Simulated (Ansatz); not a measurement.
Take ZrS2 in the CdI2 type structure (space group P-3m1, No. 164; a = 3.578 Å, c = 5.540 Å; layered, stacked along the Cartesian z axis) as the base.

It is then changed as follows: the cell is scaled by 1.0150 in all directions; the atoms relax in the strained cell.

The values are results of DFT with PBEsol-D3(BJ), PAW potentials and a 420 eV plane-wave cutoff in Ansatz (a first-principles code), scalar-relativistic without spin-orbit coupling, not measurements.

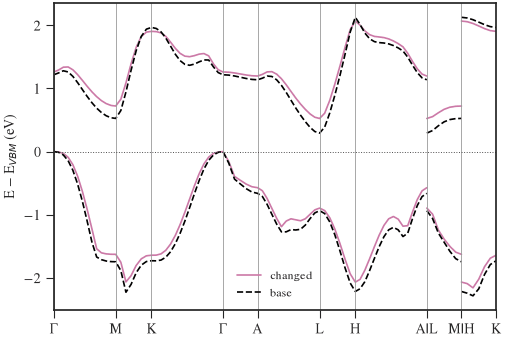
Figure. Highest valence and lowest conduction band along the path, each from its own valence-band maximum

The gap is 0.52 eV, indirect, Γ → L; the base has 0.29 eV.

Whether these cells are dynamically stable was not tested. The zero or small gap of ZrS2 can change with the level of theory.
